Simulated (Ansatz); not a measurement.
# H5NSSi: rigid scan of one bond angle from a Python script

The task is a rigid scan of one bond angle, for H5NSSi. SMILES: N[SiH2]S.

All numbers are computed with Ansatz 0.2.0 through its Python package. The levels of theory stand in the script.

## 1. Starting point

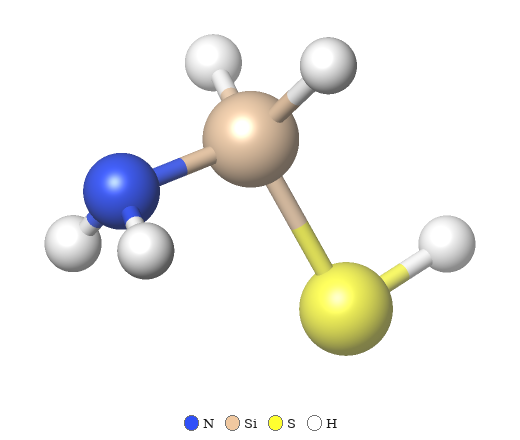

The structure that the script starts from, seen from a chosen angle (nitrogen blue, silicon light orange, sulfur yellow, hydrogen white).

No structure file is read: the coordinates are typed or built in the script.

## 2. The code

run_bend.py

```python
"""Bending curve of H5NSSi."""

import ansatz as az
from ase import Atoms

BASIS_SET = "def2-SVP"
FUNCTIONAL = "pbe0"
FORCE_TOL = 0.02
LEVEL = "mp2"

atoms = Atoms(["N", "Si", "S", "H", "H", "H", "H", "H"], positions=[
    [-0.6334, 0.568, -1.1402],
    [0.5101, 0.1707, -0.0377],
    [-0.5314, -1.1022, 1.3131],
    [-0.9938, -0.2276, -1.5564],
    [-1.448, 1.0322, -0.6576],
    [0.9899, 1.402, 0.6547],
    [1.602, -0.568, -0.738],
    [0.5966, -1.3322, 2.1062],
])

# start the scan from a relaxed geometry
first = (
    az.Crystal.molecule_from_ase(atoms).calculation()
    .basis(gaussian=BASIS_SET)
    .functional(FUNCTIONAL)
    .relax(force_tolerance=FORCE_TOL, max_steps=80)
)
atoms.positions = first.run(threads=1).report["positions_ang"]

rows = []
for angle in [85, 95, 105, 115, 125, 140, 160]:
    bent = atoms.copy()
    bent.set_angle(1, 2, 7, angle, indices=[7])
    base = (
        az.Crystal.molecule_from_ase(bent).calculation()
        .basis(gaussian=BASIS_SET)
        .correlation(LEVEL)
    )
    rows.append((angle, base.run(threads=1).report["free_energy_ev"]))
floor = min(e for _, e in rows)
for angle, e in rows:
    print(f"angle Si1-S2-H7 = {angle:3d} deg   {1000 * (e - floor):9.1f} meV")
```

## 3. The input behind the calls

The package turns the script's settings into the engine's input (first run):

```yaml
crystal:
  periodic: [false, false, false]
  atoms:
    - { symbol: "N", position_ang: [-0.6334, 0.568, -1.1402] }
    - { symbol: Si, position_ang: [0.5101, 0.1707, -0.0377] }
    - { symbol: S, position_ang: [-0.5314, -1.1022, 1.3131] }
    - { symbol: H, position_ang: [-0.9938, -0.2276, -1.5564] }
    - { symbol: H, position_ang: [-1.448, 1.0322, -0.6576] }
    - { symbol: H, position_ang: [0.9899, 1.402, 0.6547] }
    - { symbol: H, position_ang: [1.602, -0.568, -0.738] }
    - { symbol: H, position_ang: [0.5966, -1.3322, 2.1062] }
basis:
  gaussian:
    orbitals: def2-SVP
hamiltonian:
  xc: pbe0
relax:
  f_tol: 0.02
  max_steps: 80
```

## 4. The run

Started as:

```sh
> python run_bend.py
```

Log:

```text
angle Si1-S2-H7 =  85 deg        42.4 meV
angle Si1-S2-H7 =  95 deg         0.0 meV
angle Si1-S2-H7 = 105 deg        52.7 meV
angle Si1-S2-H7 = 115 deg       194.8 meV
angle Si1-S2-H7 = 125 deg       415.0 meV
angle Si1-S2-H7 = 140 deg       851.0 meV
angle Si1-S2-H7 = 160 deg      1470.7 meV
```

Run time: 23 s. Hardware: 1 thread of Arm Neoverse V2, shared host; peak memory 0.23 GiB.

## 5. The relaxation of run 0, step by step

The steps of the relaxation:

```csv
step,energy from step 1 (eV),largest force component (eV/Å)
1,0.0000,3.4788
2,-0.3318,1.6104
3,-0.4145,0.6079
4,-0.4181,0.4775
5,-0.4383,0.2845
6,-0.4459,0.0405
7,-0.4466,0.0223
8,-0.4466,0.0041
```

Step 1 is the start.

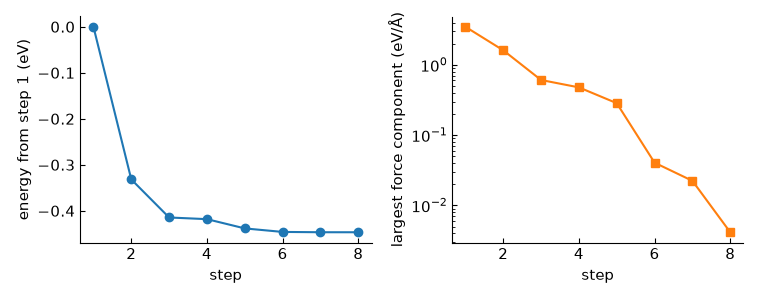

Energy and largest force along the relaxation.

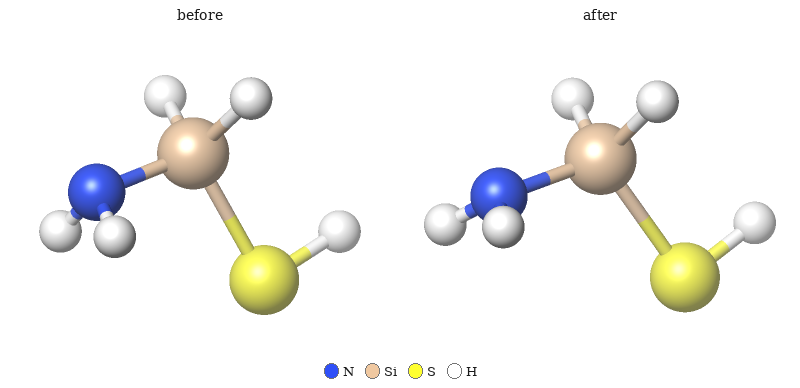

The structure before (left) and after (right) the relaxation, drawn at the same scale.

Before: Bond lengths: N1–Si2 1.637 Å, Si2–S3 2.128 Å, N1–H4 0.968 Å, N1–H5 1.054 Å, Si2–H6 1.492 Å, Si2–H7 1.493 Å, S3–H8 1.398 Å. Angles: N1–Si2–S3 103.3°, N1–Si2–H6 109.7°, N1–Si2–H7 108.4°, S3–Si2–H6 110.9°, S3–Si2–H7 111.1°, H6–Si2–H7 113.0°, Si2–N1–H4 110.5°, Si2–N1–H5 109.8°, H4–N1–H5 105.7°, Si2–S3–H8 93.6°.

After: Bond lengths: N1–Si2 1.720 Å, Si2–S3 2.167 Å, N1–H4 1.014 Å, N1–H5 1.014 Å, Si2–H6 1.492 Å, Si2–H7 1.492 Å, S3–H8 1.352 Å. Angles: N1–Si2–S3 111.6°, N1–Si2–H6 108.4°, N1–Si2–H7 108.3°, S3–Si2–H6 109.2°, S3–Si2–H7 109.3°, H6–Si2–H7 110.1°, Si2–N1–H4 119.8°, Si2–N1–H5 119.8°, H4–N1–H5 110.9°, Si2–S3–H8 94.9°.

Run 0 is this relaxation; the runs after it count from 1.

## 6. What each run gave

From the records of these 7 runs:

| run | energy from run 2 (eV) | iterations in all | CPU time (s) |
| --- | --- | --- | --- |
| 1 | 0.0424 | 11 | 0.51 |
| 2 | 0.0000 | 11 | 0.51 |
| 3 | 0.0527 | 11 | 0.52 |
| 4 | 0.1948 | 11 | 0.5 |
| 5 | 0.4150 | 11 | 0.51 |
| 6 | 0.8510 | 11 | 0.52 |
| 7 | 1.4707 | 11 | 0.54 |

## 7. Results

```
                    quantity                    value
               runs compared                        7
angle Si1-S2-H7 (as printed)  160 deg      1470.7 meV
```

**Reading.** All 7 runs converged. Run 0: After 7 moves the largest shift is 0.301 Å, of atom 4 (H). The scan is rigid, and the energies are electronic, in a modest basis. The zero is the lowest point of the grid, which needn't be the minimum. The start is relaxed with a density functional and scanned with the wavefunction method, so it isn't exactly that method's minimum.
